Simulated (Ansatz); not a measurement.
C2H7Ga: several calculations on one system

### Relaxation

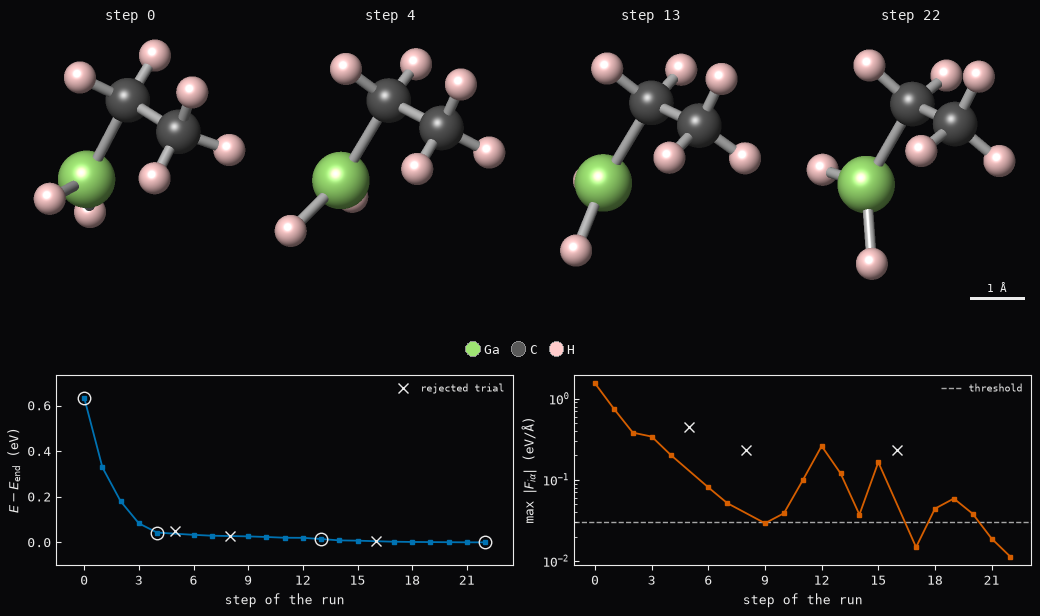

Frames of a relaxation of C₂H₇Ga, marked on the history of the run. A ball-and-stick model, seen from a free direction.

The run prepares an end point of a later path (reaction) calculation, from a guessed geometry.

All numbers below come from RKS B3LYP-D4/def2-SVP in Ansatz 0.2.0.

The input:
```yaml
crystal:
  periodic: [false, false, false]
  atoms:
    - { symbol: Ga, position_ang: [0.330532, 0.00347, 0.026977] }
    - { symbol: C, position_ang: [1.07584, -0.0278, 1.844978] }
    - { symbol: H, position_ang: [0.457401, -0.370672, 2.692178] }
    - { symbol: H, position_ang: [1.902317, -0.754387, 1.74215] }
    - { symbol: C, position_ang: [1.643833, 1.367096, 2.166158] }
    - { symbol: H, position_ang: [2.302353, 1.350487, 3.051944] }
    - { symbol: H, position_ang: [2.244889, 1.776268, 1.334666] }
    - { symbol: H, position_ang: [0.839612, 2.092438, 2.37871] }
    - { symbol: H, position_ang: [1.817678, 0.208579, -0.391794] }
    - { symbol: H, position_ang: [-1.044055, -0.055478, -0.700367] }
basis:
  gaussian: { orbitals: def2-SVP }
hamiltonian:
  xc: b3lyp
  dispersion: d4
relax:
  f_tol: 0.03
  max_steps: 50
output:
  orbitals: {}
```

Run as
```bash
ansatz run input.yaml --threads 2 --pin off --max-ram 3072MiB --backend cpu --events-out ev --progress --plain --runs-dir out
```

> What happens along the run?

H9 moves most after the best rigid fit: 1.62 Å. By element the largest moves are H 1.62 Å, C 0.25 Å, Ga 0.12 Å. Among the contacts that change: Ga1–H10 1.556 → 1.580 Å, Ga1–C2 1.965 → 1.988 Å, C2–C5 1.540 → 1.533 Å. Among the angles between lasting bonds that change: C2–Ga1–H9 83.6° → 120.8°, C2–Ga1–H10 140.1° → 120.2°, H9–Ga1–H10 136.2° → 119.1°. Groups turn about Ga1–C2 by about 70°. Over 19 accepted moves (22 points after the start) the energy falls by 0.633 eV. The largest force component goes from 1.5 to 0.011 eV/Å. The line search rejected the trial steps at points 5, 8, 16 of the run. The forces were under the threshold at step 9, but the run went on from there. From step 0 to 4: H9 moves most (0.77 Å), energy −0.591 eV. From step 4 to 13: H10 moves most (0.57 Å), energy −0.028 eV. From step 13 to 22: H9 moves most (0.63 Å), energy −0.015 eV.

### Relaxation

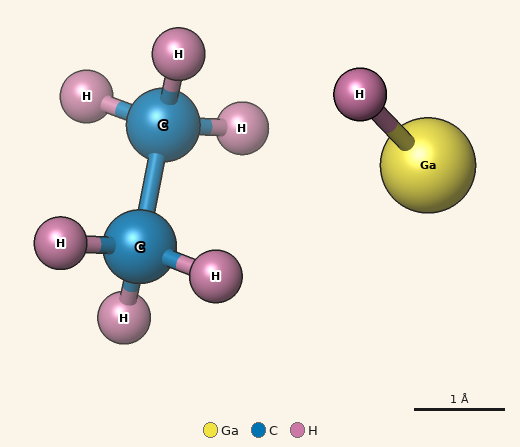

C$_{2}$H$_{7}$Ga, before the relaxation. The picture is a ball-and-stick view, seen at a tilt.

The run prepares an end point of a later path (reaction) calculation, from a guessed geometry.

These are results of Ansatz 0.2.0, RKS B3LYP-D4/def2-SVP, not measurements.

The input:
```yaml
crystal:
  periodic: [false, false, false]
  atoms:
    - { symbol: Ga, position_ang: [-0.240086, 0.654128, -0.762976] }
    - { symbol: C, position_ang: [1.708366, -0.151621, 1.621713] }
    - { symbol: H, position_ang: [0.766869, -0.698216, 1.790324] }
    - { symbol: H, position_ang: [2.487586, -0.646501, 2.223331] }
    - { symbol: C, position_ang: [1.574912, 1.323605, 1.98962] }
    - { symbol: H, position_ang: [1.289762, 1.450488, 3.045321] }
    - { symbol: H, position_ang: [2.516092, 1.871582, 1.823133] }
    - { symbol: H, position_ang: [0.795362, 1.833465, 1.393691] }
    - { symbol: H, position_ang: [2.003698, -0.283752, 0.562637] }
    - { symbol: H, position_ang: [-1.332162, 0.236822, 0.458805] }
basis:
  gaussian: { orbitals: def2-SVP }
hamiltonian:
  xc: b3lyp
  dispersion: d4
relax:
  f_tol: 0.03
  max_steps: 50
output:
  orbitals: {}
```

Launched with:
```bash
ansatz run input.yaml --threads 2 --pin off --max-ram 3072MiB --backend cpu --events-out ev --progress --plain --runs-dir out
```

Q: Predict the outcome.

A: The atom that moves furthest after the best rigid fit is Ga1 (0.16 Å). By element the largest moves are Ga 0.16 Å, H 0.11 Å, C 0.05 Å. After 2 accepted moves (3 points after the start) the energy has fallen by 0.008 eV. The largest force component goes from 0.08 to 0.018 eV/Å. The line search rejected the trial step at point 2 of the run. The run took 9 s on 2 threads of Arm Neoverse V2, on a shared host, peak memory 0.2 GiB.

Final geometry:

```xyz
10

Ga   -0.3462    0.6923   -0.8698
C     1.7403   -0.1603    1.6534
H     0.8074   -0.7162    1.8405
H     2.5340   -0.6376    2.2502
C     1.5891    1.3175    2.0043
H     1.3171    1.4542    3.0629
H     2.5194    1.8778    1.8195
H     0.7941    1.8047    1.4107
H     2.0155   -0.3005    0.5930
H    -1.4003    0.2582    0.3810
```

The end point in the same view:

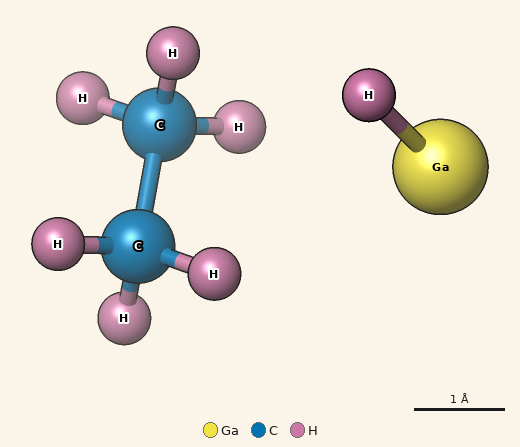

Limits of the set-up: the start holds two separate molecules, 2.7 Å apart at their closest, whose relative position is a soft coordinate.

### Path

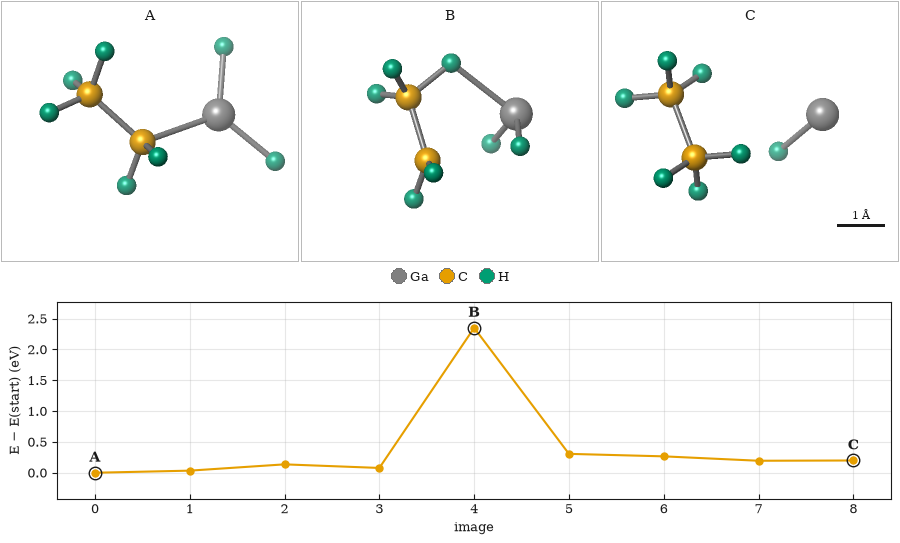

A search for the minimum-energy path of C2H7Ga by the nudged elastic band. Images are numbered from 0 (start) to 8 (end). Frames A to C are images 0, 4, 8. The picture is a ball-and-stick view, seen at a tilt.

These are results of Ansatz 0.2.0, RKS B3LYP-D4/def2-SVP, not measurements. Set-up: 7 movable images; climbing image; force threshold 0.05 eV/Å; iteration limit 60; starting path through a guess of the saddle point.

**Read off the barrier and say what moves.**

The path has more than one stage, and so few images may leave a stage unresolved. Breaking: C–Ga (1.99 → 3.38 Å), Ga–H (1.58 → 2.95 Å). Forming: C–H (3.11 → 1.10 Å). The highest point, image 4, lies 2.35 eV above the start and 2.15 eV above the end; the end is at +0.20 eV relative to the start. The band converged in 28 iterations. The largest component of the band force went from 11 to 0.049 eV/Å. The climbing image converged on the top of the path. Its vibrational analysis gives one imaginary mode (756i cm⁻¹), as a transition state must have.
